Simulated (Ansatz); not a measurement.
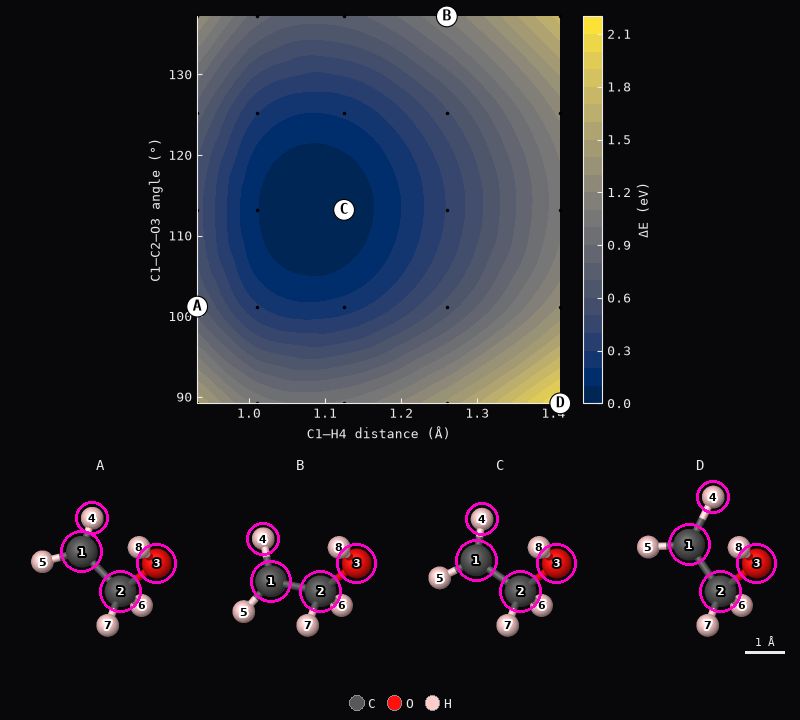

C2H5O (multiplicity 2): the C1–H4 distance and the C1–C2–O3 angle are varied on a grid, with the rest of the molecule carried along rigidly. The map is interpolated between the computed points (dots). The lettered frames are marked on it. Style: ball-and-stick. Shown at a tilt. The ringed atoms are those of the scanned coordinates.

Level of theory: CCSD(T) (def2-TZVPP, Ansatz), on geometries moved rigidly from the minimum at PBE0-D4/def2-TZVP. Coupled cluster with a frozen core. Energies are counted from the PBE0-D4/def2-TZVP minimum geometry at the same level.

### Describe the energy landscape.

In pairs of (C1–H4 distance (Å); C1–C2–O3 angle (°)): the lowest computed point lies at (1.125, 113.2) (0.030 eV), the highest at (1.409, 89.2) (2.111 eV).  Over the ranges scanned the energy rises by about as much along both axes. The frames lie at A (0.932, 101.2): 0.739 eV, B (1.260, 137.2): 1.106 eV, C (1.125, 113.2): 0.030 eV, D (1.409, 89.2): 2.111 eV.
